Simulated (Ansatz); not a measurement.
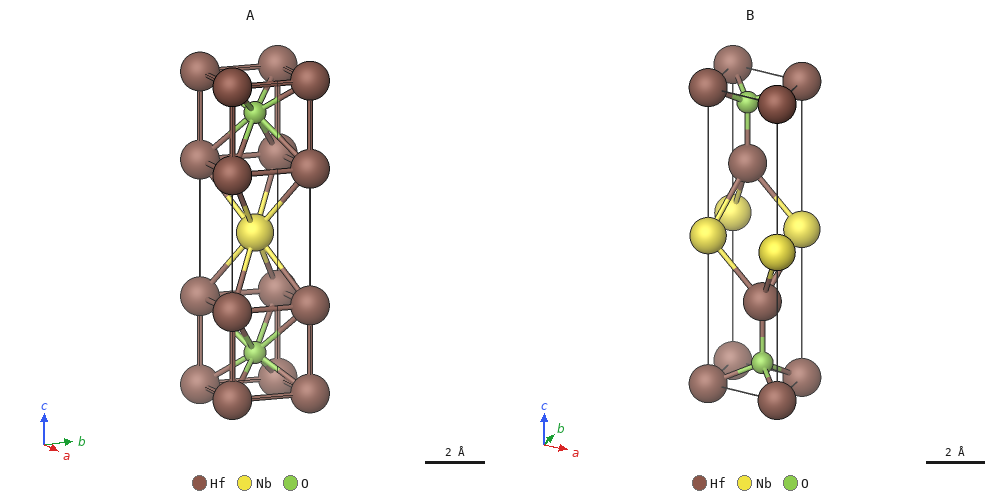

Two structures of Hf$_{3}$NbO$_{2}$, each relaxed to rest (conventional cells in solid outline, small ones repeated, not to one scale). Method: DFT PBE, scalar-relativistic, plane waves, PAW (Ansatz), without spin polarisation.

> Identify the two structures.

A: 6 atoms a cell on a primitive tetragonal lattice, P4/mmm. B: 6 atoms a cell on a primitive hexagonal lattice, P-3m1.

> Which is the more stable form at this level of theory?

B is lower, by 424 meV/atom at this level of theory (energies at zero smearing). Volumes: A 14.7, B 17.3 Å³/atom.

One or both may be structure types tried for this composition rather than known phases.
